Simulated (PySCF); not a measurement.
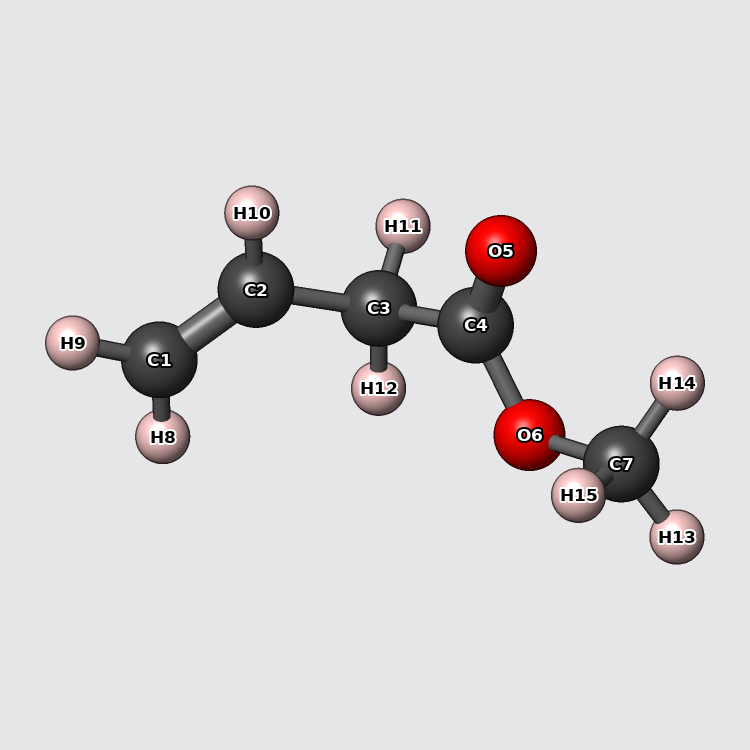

The thickness of each stick grows with its Mayer bond order. The geometry was computed by an optimisation with GFN2-xTB. No frequency run is at hand to confirm it as a minimum. Method: PBE0/pcSseg-1 (PySCF 2.14.0).

List the Mayer bond orders of C1–C2, C1–H8, C1–H9, C2–C3, C2–H10, C3–C4, C3–H11, C3–H12, C4–O5, C4–O6, O6–C7, C7–H13, C7–H14, C7–H15.

| bond | Mayer order | length (Å) |
| --- | --- | --- |
| C1–C2 | 1.99 | 1.319 |
| C1–H8 | 0.95 | 1.078 |
| C1–H9 | 0.95 | 1.076 |
| C2–C3 | 1.03 | 1.500 |
| C2–H10 | 0.95 | 1.081 |
| C3–C4 | 0.94 | 1.515 |
| C3–H11 | 0.92 | 1.093 |
| C3–H12 | 0.95 | 1.089 |
| C4–O5 | 1.95 | 1.201 |
| C4–O6 | 1.11 | 1.337 |
| O6–C7 | 0.86 | 1.422 |
| C7–H13 | 0.97 | 1.087 |
| C7–H14 | 0.96 | 1.092 |
| C7–H15 | 0.97 | 1.092 |
